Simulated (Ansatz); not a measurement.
## Electronic structure of SiH4···NH3 in real space

```xyz
9

Si    0.4007   -0.2534   -0.4922
N    -0.2669   -0.2045    2.4527
H    -0.8268   -0.8023    3.0776
H     0.0997    0.5529    3.0474
H     1.0225   -0.4011   -1.8605
H     0.2961    1.2125   -0.1919
H    -0.9441   -0.9169   -0.5151
H     1.2987   -0.9191    0.4740
H     0.5693   -0.7702    2.1876
```

Not at a stationary point (largest force 0.7 eV/Å).

Level of theory: Ansatz 0.2.0, RKS PBE-D4/def2-SVP.

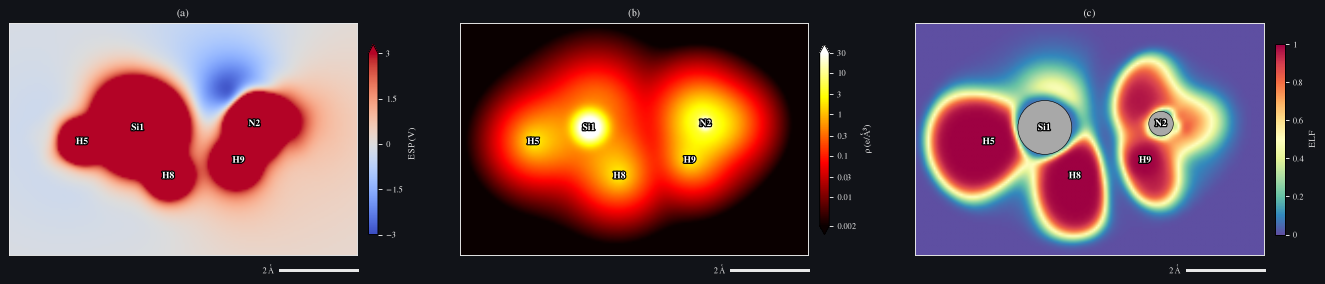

Figure 1. (a) molecular electrostatic potential; (b) electron density; (c) electron localisation function on the plane of atoms H5, Si1 and H8. Grey discs cover the atomic cores in the ELF map.

> What does the map show?

Atoms in the plane: Si, N and H.
H8···H9 (1.87 Å): the density falls to about 0.12 e/Å³ on the way; the ELF dips to about 0.10 between them.
N–H (1.04 Å): ρ at the midpoint is about 2.7 e/Å³; the ELF climbs to about 1 towards the hydrogen, as it does in any bond to H (an ordinary covalent bond to hydrogen).
Si–H (1.48 Å): the density is about 0.76 e/Å³ at the midpoint; the ELF climbs to about 1 towards the hydrogen.
The ELF also peaks beside N2, away from the bonds: lone-pair regions.
Outside the dense part of the complex the potential is most negative (−2.8 V) near N2.

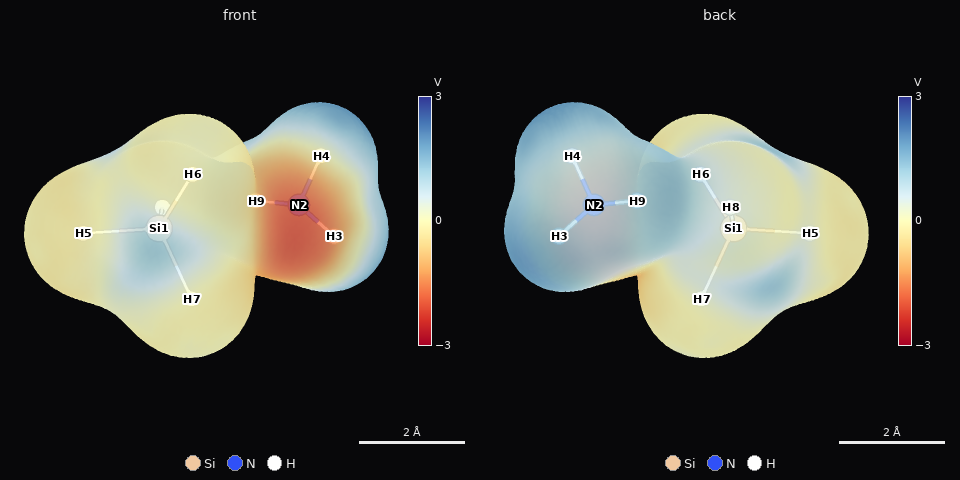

Figure 2. The electrostatic potential painted on the density surface at 0.004 e/bohr³, seen from the front and from behind; red is negative and blue positive.

> Where is the surface potential most negative and most positive?

The most negative region (about −2.0 V) lies over N2, the most positive (about +1.9 V) over H3 and H4. N2 is the likeliest acceptor of a hydrogen bond.

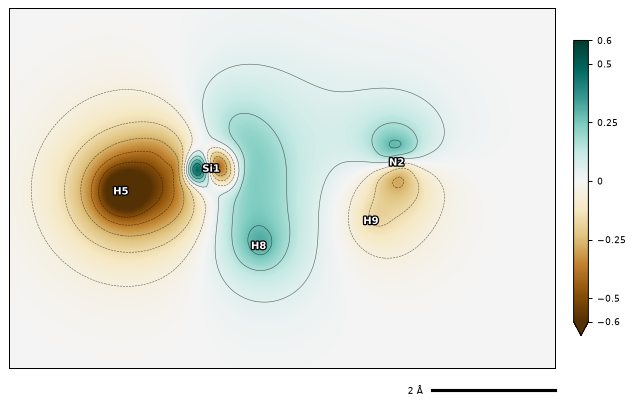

Figure 3. The HOMO−1 on the plane of atoms H5, Si1 and H8 (values in Å⁻³ᐟ²; the overall sign is arbitrary).

> Where does this orbital lie, and at what energy?

Its weight (Hirshfeld) is mainly on Si1 (about 40 %) and H5 (about 40 %). Its energy is −7.86 eV.
